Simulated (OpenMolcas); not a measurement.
# SnH3OF (SMILES [OH][SnH2][F]), step by step

Aim: the energy (HF/ANO-RCC-MB), then a single-point energy (CASSCF(2,2)/ANO-RCC-VDZP), then an energy scan (CASPT2(2,2)/ANO-RCC-VDZP), then the energy along one coordinate (SC-NEVPT2(2,2)/ANO-RCC-VDZP), then an energy scan (MC-PDFT[tPBE](2,2)/ANO-RCC-VDZP) of SnH3OF. 

The results are computed with OpenMolcas 26.06.

### Step 1. Starting point

SnH3OF has 6 atoms, charge 0, and is taken as a singlet. As SMILES, `[OH][SnH2][F]`. Geometry: relaxed at PBE0-D4/def2-TZVP. This is one conformer, not always the lowest.

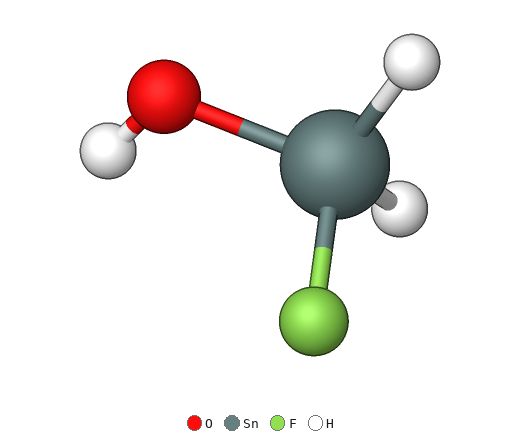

Viewed from a chosen angle; oxygen red, tin teal, fluorine green, hydrogen white.

### Step 2. The energy at HF/ANO-RCC-MB (DKH2) (run 1)

File mol.xyz:

```xyz
6

O     -1.414400    -0.333000    -0.425000
Sn     0.302300     0.255900     0.283700
F      1.409100    -1.315100     0.302100
H     -1.368600    -0.685700    -1.316700
H      1.096100     1.317100    -0.782100
H      0.017500     0.696700     1.891900
```

File step1.input:

```
* FH3OSn Hartree-Fock

&GATEWAY
 COORD = mol.xyz
 BASIS = ANO-RCC-MB
 GROUP = NoSym

&SEWARD

&SCF
 PRORBITALS = 0

&LOCALISATION
 OCCUPIED
 FREEZE
 PIPEK-MEZEY

&LOCALISATION
 FILEORB = $Project.LocOrb
 VIRTUAL
 PIPEK-MEZEY
```

Launch:

```
export MOLCAS_MEM=1860
pymolcas step1.input > step1.log
```

What it wrote:

```text
--- Start Module: gateway ---
[...]
--- Stop Module: gateway /rc=_RC_ALL_IS_WELL_ ---
[...]
      Basis functions           40
[...]
       Convergence after  10 Iterations
[...]
::    Total SCF energy                              -6348.4926178247
[...]
      Total spin, S                                     0.0000000000
[...]
      Total electronic charge=   70.000000
      Total            charge=   -0.000000
[...]
      Dipole Moment (debye):
      Origin of the operator (angstrom)=    0.2542    0.0108    0.2074
                   X=  1.7234E-01               Y=  2.3356E+00               Z= -7.6151E-01           Total=  2.4626E+00
      Quadrupole Moment (debye*angstrom):
[...]
--- Start Module: localisation ---
[...]
--- Stop Module: localisation /rc=_RC_ALL_IS_WELL_ ---
--- Start Module: localisation ---
[...]
--- Stop Module: localisation /rc=_RC_ALL_IS_WELL_ ---
[...]
```

Run time: 4.2 s. Hardware: 1 thread of Arm Neoverse V2, shared host; peak memory 0.41 GiB.

### Step 3. The energy at CASSCF(2,2)/ANO-RCC-VDZP (DKH2, RICD fitting) (run 2)

mol.xyz is that of step 2.

File step2.inp:

```
* FH3OSn CASSCF

&GATEWAY
  COORD = mol.xyz
  BASIS = ANO-RCC-MB
  GROUP = NoSym

&SEWARD

&RASSCF
  FILEORB = $CurrDir/step1.LocOrb
  ALTER = 2
  1 29 35
  1 36 40
  SPIN = 1
  NACTEL = 2 0 0
  INACTIVE = 34
  RAS2 = 2
  ORBLISTING = Nothing
>>> COPY $Project.RunFile RUNFIL1
>>> COPY $Project.RasOrb INPORB

&GATEWAY
  COORD = mol.xyz
  BASIS = ANO-RCC-VDZP
  GROUP = NoSym
  RICD

&SEWARD
>>> COPY $Project.RunFile RUNFIL2

&EXPBAS

&RASSCF
  FILEORB = $Project.ExpOrb
  SPIN = 1
  NACTEL = 2 0 0
  INACTIVE = 34
  RAS2 = 2
  ORBLISTING = Nothing
```

Launch:

```
export MOLCAS_MEM=1860
pymolcas step2.inp > step2.log
```

What it wrote:

```text
--- Start Module: gateway ---
[...]
      Basis functions           40
[...]
      Number of active orbitals                  2
[...]
      Spin quantum number                      0.0
[...]
      Active orbitals                            2
[...]
      Number of CSFs                             3
[...]
      Number of root(s) required                 1
[...]
      Convergence after 12 iterations
[...]
      printout of CI-coefficients larger than  0.05 for root  1
      energy=   -6348.511314
      conf/sym  11     Coeff  Weight
             1  20   0.99461 0.98924
             3  02  -0.10372 0.01076
      Natural orbitals and occupation numbers for root  1
      sym 1:   1.978482   0.021518
      ************************************************************************************************************************
      *                                                    Final results                                                     *
[...]
::    RASSCF root number  1 Total energy:  -6348.51131388
[...]
      Basis functions           86
[...]
      Convergence after 17 iterations
[...]
      Natural orbitals and occupation numbers for root  1
      sym 1:   1.980877   0.019123
      ************************************************************************************************************************
      *                                                    Final results                                                     *
[...]
::    RASSCF root number  1 Total energy:  -6348.75008011
[...]
      Total electronic charge=   70.000000
      Total            charge=   -0.000000
[...]
      Dipole Moment (debye):
      Origin of the operator (angstrom)=    0.2542    0.0108    0.2074
                   X=  1.4335E-01               Y=  3.0853E+00               Z= -4.8388E-01           Total=  3.1263E+00
      Quadrupole Moment (debye*angstrom):
[...]
```

Wall time 17 s (1 thread of Arm Neoverse V2, shared host); peak memory 0.41 GiB.

### Step 4. An energy scan at CASPT2(2,2)/ANO-RCC-VDZP (DKH2, RICD fitting, ipea shift 0.25 Eh, pt2 variant SS) (run 3)

File step3.input:

```
>>> COPY $CurrDir/step2.RasOrb $Project.RasOrb
>>> ForEach K in (1, 2, 3, 4, 5, 6, 7, 8, 9)

&GATEWAY
 Coord = $CurrDir/point$K.xyz
 Basis = ANO-RCC-VDZP
 Group = NoSym
 RICD

&SEWARD

&RASSCF
 FileOrb = $Project.RasOrb
 Spin = 1
 Nactel = 2 0 0
 Inactive = 34
 Ras2 = 2
 OrbListing = Nothing

&CASPT2
 Imaginary = 0.2
 Frozen = 20
>>> EndDo
```

Launch:

```
export MOLCAS_MEM=1860
pymolcas step3.input > step3.log
```

What it wrote:

```text
[...]
      Basis functions           86
[...]
      Number of active orbitals                  2
[...]
      Spin quantum number                      0.0
[...]
      Active orbitals                            2
[...]
      Number of CSFs                             3
[...]
      Number of root(s) required                 1
[...]
      Convergence after 13 iterations
[...]
      printout of CI-coefficients larger than  0.05 for root  1
      energy=   -6348.737290
      conf/sym  11     Coeff  Weight
             1  20   0.99679 0.99359
             3  02  -0.08004 0.00641
      Natural orbitals and occupation numbers for root  1
      sym 1:   1.987187   0.012813
      ************************************************************************************************************************
      *                                                    Final results                                                     *
[...]
::    RASSCF root number  1 Total energy:  -6348.73728966
[...]
::    CASPT2 Root  1     Total energy:  -6349.53359872
[...]
      Convergence after 14 iterations
[...]
      Natural orbitals and occupation numbers for root  1
      sym 1:   1.980878   0.019122
      ************************************************************************************************************************
      *                                                    Final results                                                     *
[...]
      Convergence after 14 iterations
[...]
      Convergence after 19 iterations
[...]
      Convergence after 17 iterations
[...]
::    RASSCF root number  1 Total energy:  -6348.59216059
[...]
::    CASPT2 Root  1     Total energy:  -6349.36652084
[...]
      Convergence after 17 iterations
[...]
::    RASSCF root number  1 Total energy:  -6348.58598617
[...]
      Reference weight:           0.83972
[...]
::    CASPT2 Root  1     Total energy:  -6349.35661532
[...]
```

Wall time 2 min (1 thread of Arm Neoverse V2, shared host); peak memory 0.37 GiB.

The scan, from its lowest point:

| H4–O1 (Å) | energy (kJ/mol) |
| --- | --- |
| 0.864 | 37.1 |
| 0.960 | 0.0 |
| 1.056 | 14.2 |
| 1.200 | 79.3 |
| 1.392 | 188.6 |
| 1.632 | 311.0 |
| 1.920 | 411.5 |
| 2.304 | 475.8 |
| 2.880 | 501.8 |

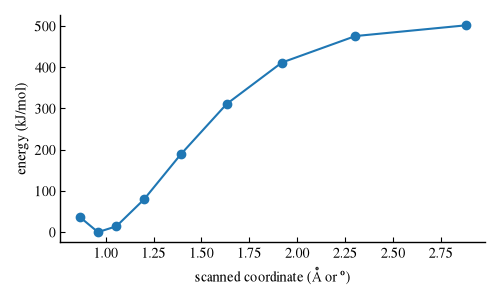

Energy along the scan.

### Step 5. An energy scan at SC-NEVPT2(2,2)/ANO-RCC-VDZP (DKH2, RICD fitting, pt2 variant SC-NEVPT2) (run 4)

File step4.inp:

```
>>> COPY $CurrDir/step2.RasOrb $Project.RasOrb
>>> ForEach K in (1, 2, 3, 4, 5, 6, 7, 8, 9)

&GATEWAY
 Coord=$CurrDir/point$K.xyz
 Basis=ANO-RCC-VDZP
 Group=NoSym
 RICD

&SEWARD

&RASSCF
 FileOrb=$Project.RasOrb
 Spin=1
 Nactel=2 0 0
 Inactive=34
 Ras2=2
 OrbListing=Nothing

&CASPT2
 SC-NEVPT2
 Frozen=20
>>> EndDo
```

Launch:

```
export MOLCAS_MEM=1860
pymolcas step4.inp > step4.log
```

What it wrote:

```text
--- Start Module: gateway ---
[...]
      Basis functions           86
[...]
      Number of active orbitals                  2
[...]
      Spin quantum number                      0.0
[...]
      Active orbitals                            2
[...]
      Number of CSFs                             3
[...]
      Number of root(s) required                 1
[...]
      Convergence after 13 iterations
[...]
      printout of CI-coefficients larger than  0.05 for root  1
      energy=   -6348.737290
      conf/sym  11     Coeff  Weight
             1  20   0.99679 0.99359
             3  02  -0.08004 0.00641
      Natural orbitals and occupation numbers for root  1
      sym 1:   1.987187   0.012813
      ************************************************************************************************************************
      *                                                    Final results                                                     *
[...]
::    RASSCF root number  1 Total energy:  -6348.73728966
[...]
::    SC-NEVPT2 Root  1     Total energy:  -6349.53309996
[...]
      Convergence after 14 iterations
[...]
      Natural orbitals and occupation numbers for root  1
      sym 1:   1.980878   0.019122
      ************************************************************************************************************************
      *                                                    Final results                                                     *
[...]
      Convergence after 14 iterations
[...]
      Convergence after 19 iterations
[...]
      Convergence after 17 iterations
[...]
::    RASSCF root number  1 Total energy:  -6348.59216059
[...]
::    SC-NEVPT2 Root  1     Total energy:  -6349.36229724
[...]
      Convergence after 17 iterations
[...]
::    RASSCF root number  1 Total energy:  -6348.58598617
[...]
::    SC-NEVPT2 Root  1     Total energy:  -6349.35259283
[...]
```

Wall time 2 min (1 thread of Arm Neoverse V2, shared host); peak memory 0.37 GiB.

The scan, from its lowest point:

| H4–O1 (Å) | energy (kJ/mol) |
| --- | --- |
| 0.864 | 40.4 |
| 0.960 | 0.0 |
| 1.056 | 11.3 |
| 1.200 | 74.1 |
| 1.392 | 185.4 |
| 1.632 | 314.9 |
| 1.920 | 422.2 |
| 2.304 | 488.8 |
| 2.880 | 514.3 |

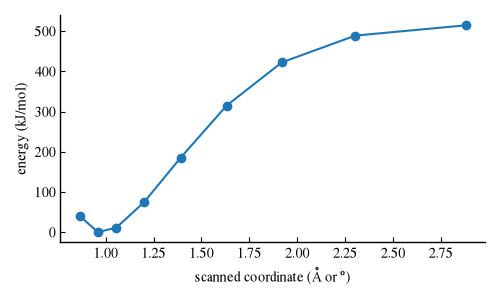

Energy along the scan.

### Step 6. An energy scan at MC-PDFT[tPBE](2,2)/ANO-RCC-VDZP (DKH2, RICD fitting) (run 5)

File step5.input:

```
>>> COPY $CurrDir/step2.RasOrb $Project.RasOrb
>>> ForEach K in (1, 2, 3, 4, 5, 6, 7, 8, 9)
&GATEWAY
Coord = $CurrDir/point$K.xyz
Basis = ANO-RCC-VDZP
Group = NoSym
RICD
&SEWARD
&RASSCF
FileOrb = $Project.RasOrb
Spin = 1
Nactel = 2 0 0
Inactive = 34
Ras2 = 2
OrbListing = Nothing
&MCPDFT
KSDFT = T:PBE
>>> EndDo
```

Launch:

```
export MOLCAS_MEM=1860
pymolcas step5.input > step5.log
```

What it wrote:

```text
--- Start Module: gateway ---
[...]
      Basis functions           86
[...]
      Number of active orbitals                  2
[...]
      Spin quantum number                      0.0
[...]
      Active orbitals                            2
[...]
      Number of CSFs                             3
[...]
      Number of root(s) required                 1
[...]
      Convergence after 13 iterations
[...]
      printout of CI-coefficients larger than  0.05 for root  1
      energy=   -6348.737290
      conf/sym  11     Coeff  Weight
             1  20   0.99679 0.99359
             3  02  -0.08004 0.00641
      Natural orbitals and occupation numbers for root  1
      sym 1:   1.987187   0.012813
      ************************************************************************************************************************
      *                                                    Final results                                                     *
[...]
::    RASSCF root number  1 Total energy:  -6348.73728966
[...]
::    MCPDFT root number  1 Total energy:  -6351.70232182
[...]
      Convergence after 14 iterations
[...]
      Natural orbitals and occupation numbers for root  1
      sym 1:   1.980878   0.019122
      ************************************************************************************************************************
      *                                                    Final results                                                     *
[...]
      Convergence after 14 iterations
[...]
      Convergence after 19 iterations
[...]
      Convergence after 17 iterations
[...]
::    RASSCF root number  1 Total energy:  -6348.59216059
[...]
::    MCPDFT root number  1 Total energy:  -6351.52695492
[...]
      Convergence after 17 iterations
[...]
::    RASSCF root number  1 Total energy:  -6348.58598617
[...]
::    MCPDFT root number  1 Total energy:  -6351.51676146
[...]
```

It took 2 min on 1 thread of Arm Neoverse V2, shared host; peak memory 0.37 GiB.

The scan, from its lowest point:

| H4–O1 (Å) | energy (kJ/mol) |
| --- | --- |
| 0.864 | 36.9 |
| 0.960 | 0.0 |
| 1.056 | 14.0 |
| 1.200 | 78.7 |
| 1.392 | 189.0 |
| 1.632 | 316.7 |
| 1.920 | 426.3 |
| 2.304 | 497.3 |
| 2.880 | 524.1 |

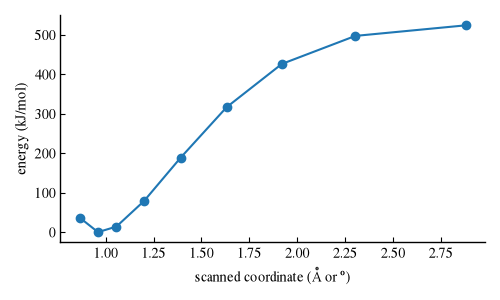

Energy along the scan.

### Step 7. Summary of results

| quantity | value |
| --- | --- |
| run 1, HF/ANO-RCC-MB: total energy | -6348.49262 Eh |
| run 1, HF/ANO-RCC-MB: dipole moment | 2.46 D |
| run 1, HF/ANO-RCC-MB: HOMO energy | -12.89 eV |
| run 1, HF/ANO-RCC-MB: LUMO energy | 3.81 eV |
| run 1, HF/ANO-RCC-MB: HOMO–LUMO gap | 16.70 eV |
| run 2, CASSCF(2,2)/ANO-RCC-VDZP: total energy | -6348.75008 Eh |
| run 2, CASSCF(2,2)/ANO-RCC-VDZP: dipole moment (CASSCF density) | 3.13 D |
| run 3, CASPT2(2,2)/ANO-RCC-VDZP: lowest energy of the scan | -6349.54774 Eh |
| run 4, SC-NEVPT2(2,2)/ANO-RCC-VDZP: lowest energy of the scan | -6349.54848 Eh |
| run 5, MC-PDFT[tPBE](2,2)/ANO-RCC-VDZP: lowest energy of the scan | -6351.71637 Eh |

In words: Mulliken charges (run 2, CASSCF(2,2)/ANO-RCC-VDZP) run from -0.70 on F3 to +1.67 on Sn2.
